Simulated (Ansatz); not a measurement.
Input file:

```
crystal:
  periodic: [false, false, false]
  atoms:
    - {symbol: C, position_ang: [-0.813107, 0.211065, 1.413778]}
    - {symbol: C, position_ang: [0.615044, 0.283160, 1.004910]}
    - {symbol: C, position_ang: [1.104335, 0.036475, -0.212041]}
    - {symbol: Si, position_ang: [0.108824, -0.492776, -1.678503]}
    - {symbol: Cl, position_ang: [-1.014089, 1.073810, -2.424323]}
    - {symbol: H, position_ang: [-1.162623, 1.195852, 1.740130]}
    - {symbol: H, position_ang: [-0.937093, -0.463013, 2.266977]}
    - {symbol: H, position_ang: [-1.466437, -0.126426, 0.607654]}
    - {symbol: H, position_ang: [1.306325, 0.580998, 1.793482]}
    - {symbol: H, position_ang: [2.176031, 0.155021, -0.358125]}
    - {symbol: H, position_ang: [-0.854051, -1.573469, -1.354876]}
    - {symbol: H, position_ang: [1.013840, -0.935999, -2.765061]}
basis:
  gaussian: {orbitals: def2-TZVPP}
hamiltonian: {xc: pbe0, dispersion: d4}
output: {orbitals: {seedname: orbitals}}
```

Run with:

```sh
ansatz run in.yaml --threads 4 --pin off --events-out ev --progress --plain --max-ram 10444MiB
```

Geometry: PBE0-D4/def2-TZVP.

These are results of Ansatz 0.2.0, RKS PBE0-D4/def2-TZVPP, not measurements.

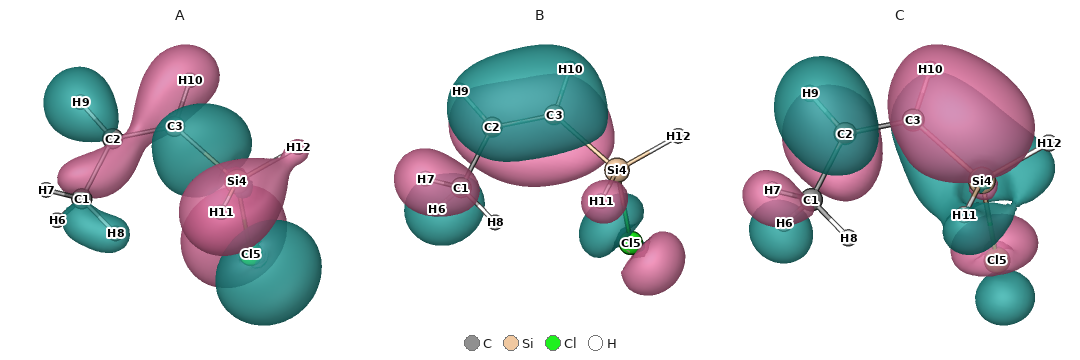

C$_{3}$H$_{7}$ClSi (SMILES CC=C[SiH2]Cl). Three frontier orbitals at ±0.08 Å⁻³ᐟ² (teal and pink are the two phases), in no order.

### Which picture is the HOMO−1, the HOMO and the LUMO?

A is the HOMO−1 (−8.55 eV). By Hirshfeld shares it lies mainly on Cl5 (about 40 %), C3 (about 15 %), Si4 (about 15 %) and H11 (about 10 %). B is the HOMO (−7.84 eV). It lies mainly on C3 (about 40 %), C2 (about 30 %), Cl5 (about 5 %) and C1 (about 5 %); π-bonding across C3–C2. C is the LUMO (−0.90 eV). It lies mainly on C2 (about 30 %), Si4 (about 25 %), C3 (about 20 %) and Cl5 (about 5 %).

### What is the HOMO–LUMO gap?

6.94 eV between the orbital energies.
